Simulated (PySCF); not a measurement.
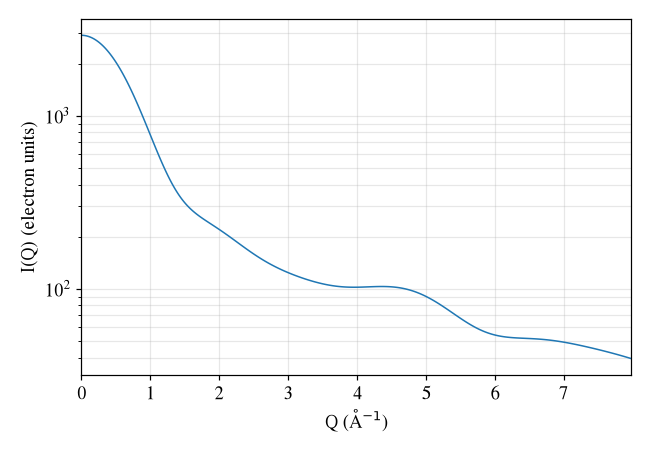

Elastic X-ray scattering of a randomly oriented, rigid molecule, calculated with the Debye equation from neutral-atom form factors (independent atoms, no Compton part, no vibration). The geometry is the end point of an optimisation (PBE0-D3(BJ)/def2-SVP geometry optimisation, gas phase (PySCF)); it may be a saddle point or a higher isomer. It contains C, O, Si, N, H.

### How many electrons does the independent-atom model of the molecule hold?

I(0) is the square of the electron number: I(0) = 2910, so about 54 electrons, the count of C3H7NOSi.

### What radius of gyration does the initial fall-off give?

From I(Q) ≈ I(0) exp(−Q²R²/3) at small Q, R ≈ 2.08 Å. It is larger than the electron-weighted radius of the nuclear positions alone (1.93 Å), because each atom's electron cloud adds to it.
